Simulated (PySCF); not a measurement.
GaF

```yaml
atoms:
  - { symbol: Ga, position_ang: [0.0000, 0.0000, -0.3876] }
  - { symbol: F, position_ang: [0.0000, 0.0000, 1.4064] }
```

Theory: PBE0/def2-TZVPPD, non-relativistic Hamiltonian with scalar-relativistic core potentials where named, at a bond length of 1.794 Å (PySCF).

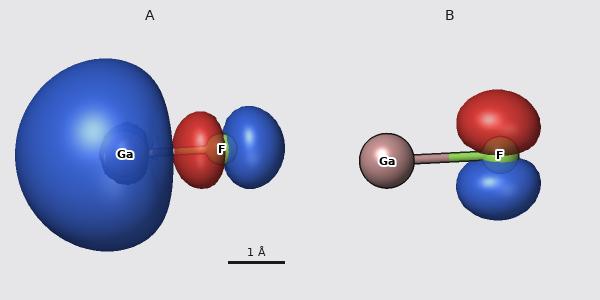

Figure 1. Two frontier orbitals, each drawn at the value that holds 80 % of its norm (blue and red are the two phases), in no order; of a degenerate pair one member is drawn.

> Name the orbitals and rank them from lowest to highest energy.

Orbital B: π, occupied, −10.52 eV; mainly on F (90 %).
Orbital A: σ, occupied, −7.86 eV; mainly on Ga (80 %).

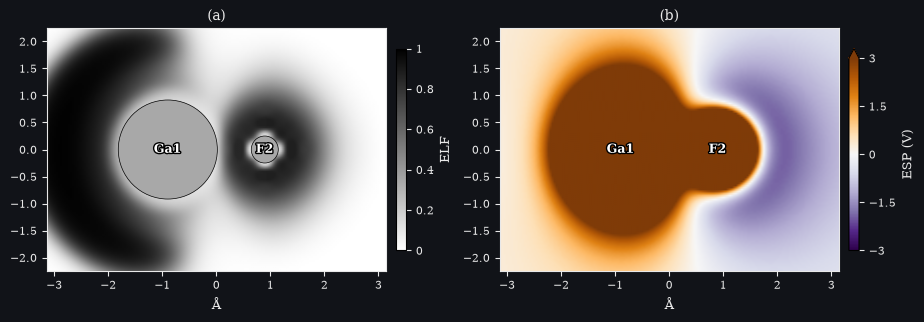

Figure 2. (a) electron localisation function; (b) molecular electrostatic potential on a plane that holds the molecular axis. Grey discs cover the atomic cores in the ELF map.

> What does the map show?

Atoms in the plane: Ga and F. Ga–F (1.79 Å): the ELF peaks at about 0.85 in the valence shell of F, 0.5 Å from its nucleus, and is about 0.15 at the midpoint. The ELF also peaks beside F2, away from the bonds: lone-pair regions. Outside the dense part of the molecule the potential is most negative (−1.9 V) near F2.

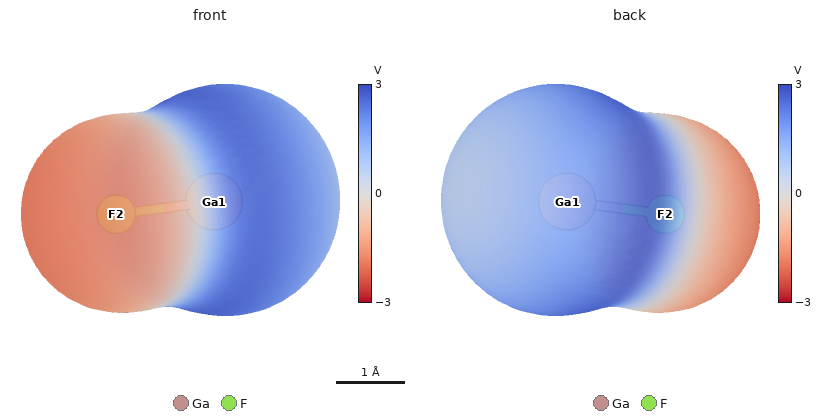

Figure 3. The electrostatic potential painted on the density surface at 0.004 e/bohr³, seen from the front and from behind; red is negative and blue positive.

> Describe the electrostatic potential map.

The most negative region (about −1.9 V, or −44 kcal/mol for a unit charge) lies over F2, the most positive (about +2.6 V, or +60 kcal/mol for a unit charge) over Ga1.
